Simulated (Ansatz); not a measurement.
# C₇H₈FIn (SMILES [CH3][In]([F])[c]1ccccc1): what the fields show

```xyz
17

C     3.1648   -0.9147   -1.9444
In    1.6932   -0.8372   -0.4108
F     2.2308   -1.9972    1.1030
C    -0.1596   -0.0060    0.1852
C    -0.8957    0.8799   -0.6023
C    -2.1041    1.3914   -0.1510
C    -2.5898    1.0223    1.0949
C    -1.8679    0.1425    1.8882
C    -0.6599   -0.3694    1.4366
H     3.6229    0.0660   -2.0789
H     2.7182   -1.2215   -2.8907
H     3.9271   -1.6344   -1.6484
H    -0.5333    1.1817   -1.5803
H    -2.6675    2.0789   -0.7722
H    -3.5339    1.4219    1.4482
H    -2.2469   -0.1464    2.8624
H    -0.0986   -1.0578    2.0602
```

Geometry: PBE0-D4/def2-TZVP; core potentials replace the inner electrons of In.

All numbers below come from Ansatz, RKS PBE0-D4/def2-TZVPP.

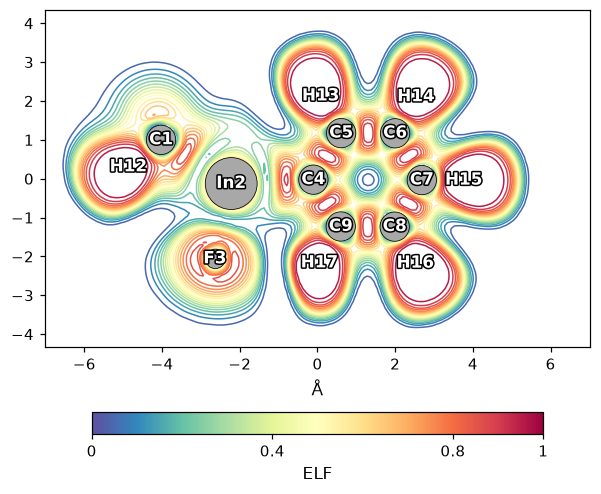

Figure 1. Electron localisation function on the plane of atoms C9, C8 and H16. Grey discs cover the atomic cores.

### Describe what can be read from this map.

Atoms in the plane: C, In, F and H. C–C (1.39 Å): the ELF peaks at about 0.95 between the atoms, as expected for a covalent bond. In–F (1.98 Å): the ELF peaks at about 0.80 in the valence shell of F, 0.5 Å from its nucleus, and drops to about 0.15 between the two atoms. C–In (2.12 Å): the ELF peaks at about 0.90 in the valence shell of C, 0.7 Å from its nucleus, and drops to about 0.20 between the two atoms. C–H (1.08 Å): the ELF climbs to about 1 towards the hydrogen, as it does in any bond to H; an ordinary covalent bond to hydrogen. The ELF also peaks beside F3, away from the bonds: lone-pair regions.

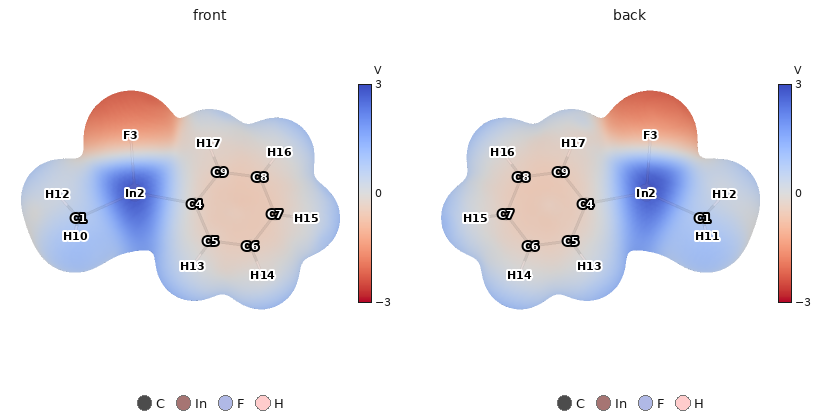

Figure 2. The molecular electrostatic potential painted on the density surface at 0.002 e/bohr³, seen from the front and from behind; the colour scale runs from red (negative) to blue (positive).

### Which sites attract a positive test charge, and which a negative one?

A positive charge is drawn to the negative regions and a negative charge to the positive ones. The most negative region (about −2.1 V) lies over F3, the most positive (about +2.8 V) over In2.

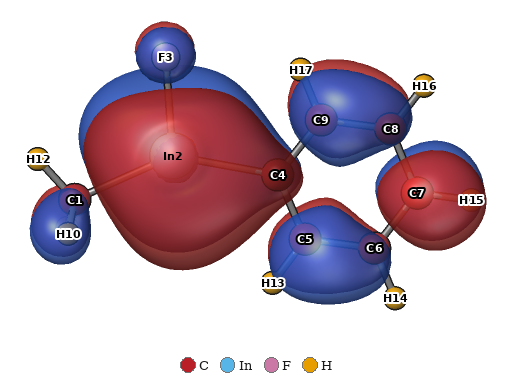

Figure 3. The LUMO at ±0.05 Å⁻³ᐟ² (red and blue are the two phases), seen across its widest extent.

### Where does this orbital lie, and at what energy?

Its weight (Hirshfeld) is mainly on In2 (about 55 %), C7 (about 10 %), C4 (about 10 %) and C5 (about 5 %). Its energy is −1.38 eV.

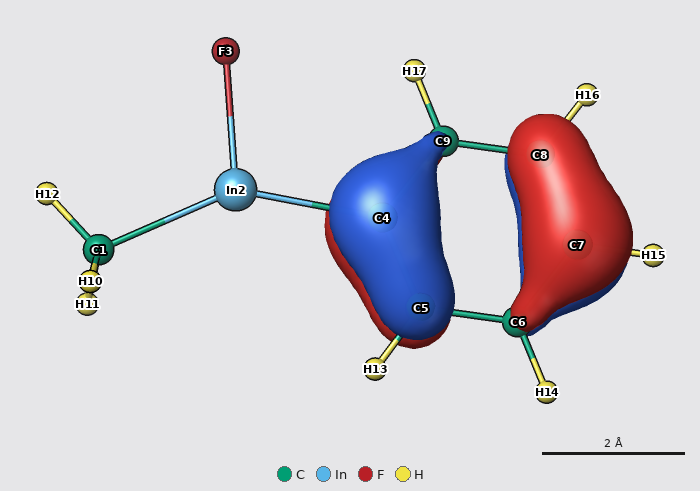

Figure 4. The HOMO−1 at ±0.15 Å⁻³ᐟ² (blue and red are the two phases), seen across its widest extent.

### Where does this orbital lie, and at what energy?

It lies mainly on C4 (about 25 %), C7 (about 25 %), C8 (about 15 %), C5 (about 15 %) and C6 (about 5 %). Its energy is −7.54 eV.
